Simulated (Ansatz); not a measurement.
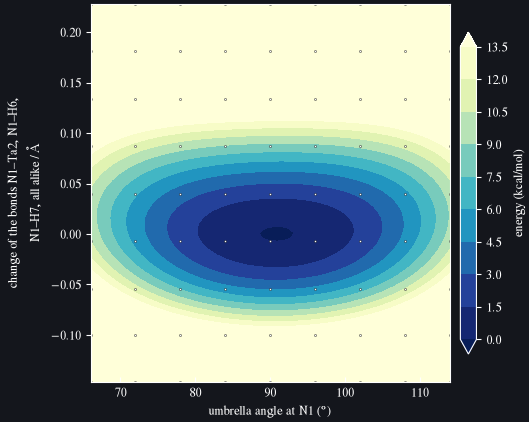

FH3NO2Ta, SMILES [NH2][Ta](=[O])([OH])[F]. First axis: umbrella angle at N1 (between each of its bonds and their common axis; 90 is planar). Second axis: change of the bonds N1–Ta2, N1–H6, N1–H7, all alike. Nothing is relaxed (all other coordinates rigid). Grid: 9 × 9 points. Points are written as (first, second). All energies are given in kcal/mol relative to the lowest grid point. Level of theory: Ansatz, RKS B3LYP-D4/def2-SVP.

The picture shows filled contours, dots at the grid points, one colour for all values above the top of the scale. Between grid points the surface is interpolated.

### Estimate the position of the minimum and the force constants in these coordinates.

The interpolated minimum is at the first coordinate ≈ 90.9°, the second coordinate ≈ 0.000 Å. The curvatures there are about 3.9 eV/rad² and 116 eV/Å², with a cross term of about 0 eV/(rad·Å). Round the minimum the two coordinates are nearly uncoupled. (1 eV is 23.1 kcal/mol.)
